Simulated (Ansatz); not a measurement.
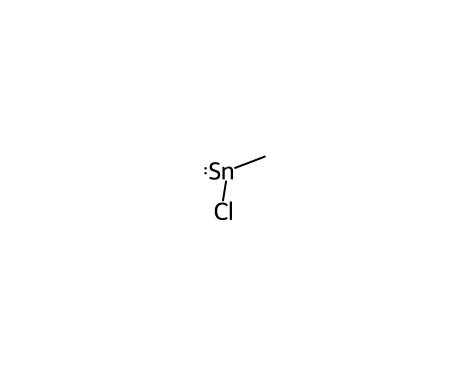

Structural formula above. Computed geometry: PBE0-D4/def2-TZVP optimisation.

What does the molecule look like in three dimensions?

It has 6 atoms: 1 carbon, 3 hydrogen, 1 chlorine and 1 tin (CH₃ClSn). As SMILES it reads `[CH3][Sn][Cl]`. Coordination: 1 C tetrahedral; 1 Sn bent.

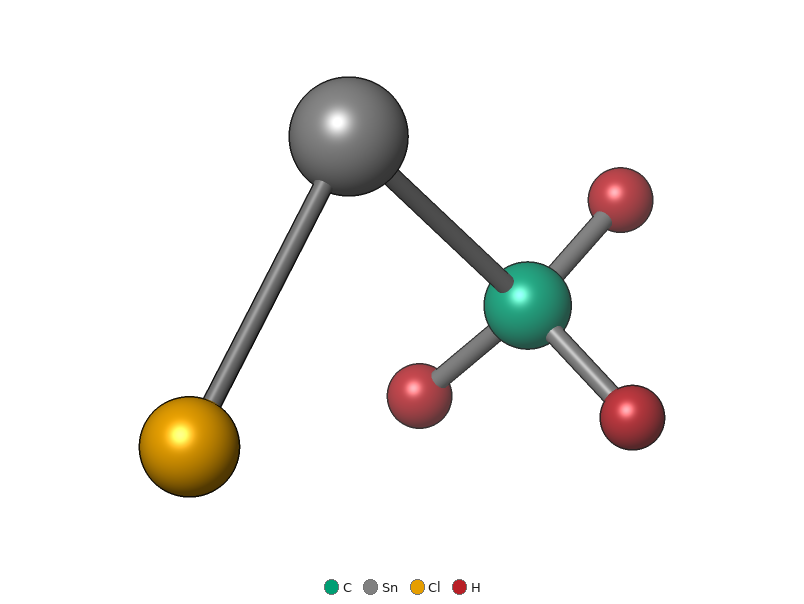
